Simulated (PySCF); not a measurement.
# C5H10OSi (SMILES O=C[C@H]1CC[SiH2]C1): what the fields show

```tsv
atom	x (Å)	y (Å)	z (Å)
O	-0.4111	1.1172	1.8276
C	0.4992	0.3427	1.7140
C	1.0666	-0.0872	0.3994
C	0.2344	-1.3144	-0.0307
C	-1.1994	-0.8578	-0.3010
Si	-1.0372	0.9244	-0.9726
C	0.8380	1.0052	-0.6417
H	0.9416	-0.1481	2.6034
H	2.1197	-0.3624	0.5140
H	0.2766	-2.0987	0.7294
H	0.6771	-1.7098	-0.9470
H	-1.7771	-0.8702	0.6221
H	-1.6923	-1.5425	-0.9885
H	-1.2820	0.9468	-2.4235
H	-1.8588	1.9238	-0.3075
H	1.1853	1.9661	-0.2683
H	1.4122	0.7770	-1.5390
```

Geometry: GFN2-xTB.

Theory: PySCF 2.14.0, PBE0/pcSseg-1, SCF density, gas phase, non-relativistic.

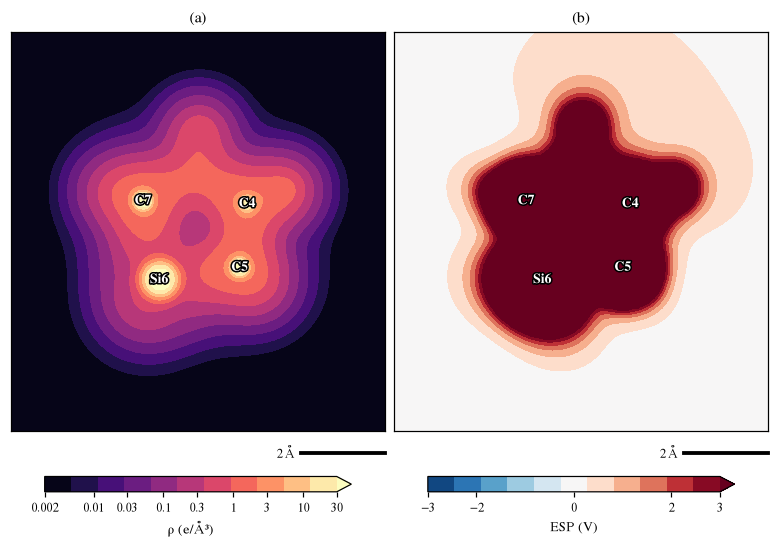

Figure 1. (a) electron density; (b) molecular electrostatic potential on the plane of atoms C5, Si6 and C7.

Read the bonding off the picture.

Answer.
- Atoms in the plane: C and Si.
- C–Si (1.91 Å): the density is about 0.91 e/Å³ at the midpoint.
- C–C (1.53 Å): ρ is about 1.6 e/Å³ halfway.
- The potential has no marked negative region in this plane.

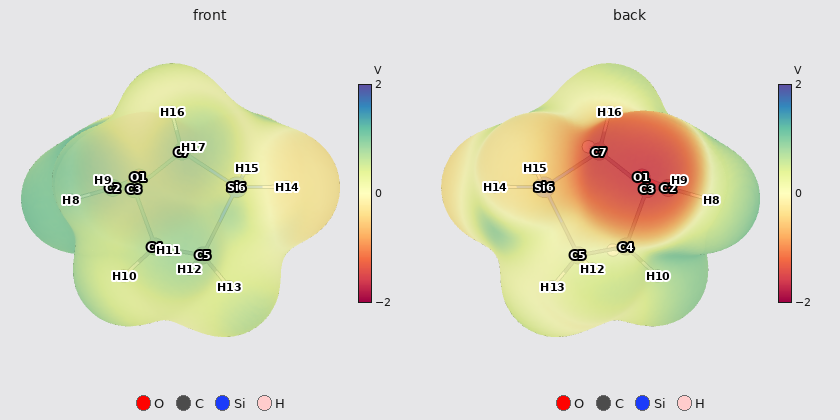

Figure 2. The molecular electrostatic potential painted on the density surface at 0.002 e/bohr³, seen from the front and from behind; red is negative and blue positive.

Which sites attract a positive test charge, and which a negative one?

Answer. A positive charge is drawn to the negative regions and a negative charge to the positive ones. The most negative region (about −1.6 V, or −37 kcal/mol for a unit charge) lies over O1, the most positive (about +1.1 V, or +25 kcal/mol for a unit charge) over the π face of C2. O1 is the likeliest acceptor of a hydrogen bond.

What dipole moment does the calculation give?

Answer. Its dipole moment is 2.61 D.
